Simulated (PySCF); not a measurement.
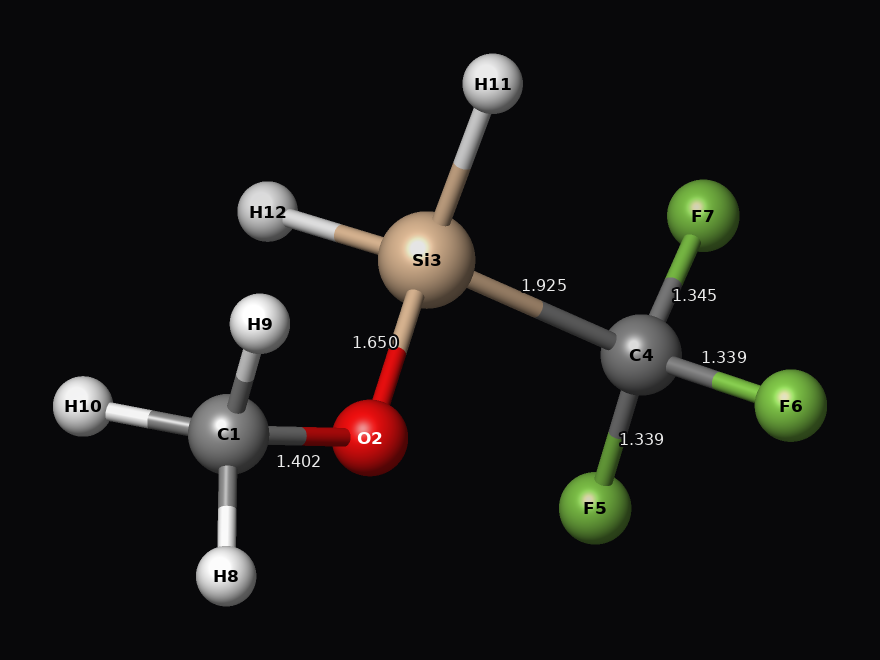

Bond lengths are marked in Å; every bond is drawn as one stick. Computed geometry: PBE0-D3(BJ)/def2-SVP optimisation. No frequency run is at hand to confirm it as a minimum.

Question: Which of the marked bonds are single, double, triple or aromatic?

Answer: C1–O2 single; O2–Si3 single; Si3–C4 single; C4–F5 single; C4–F6 single; C4–F7 single.

Question: Give the structure as SMILES.

Answer: CO[SiH2]C(F)(F)F
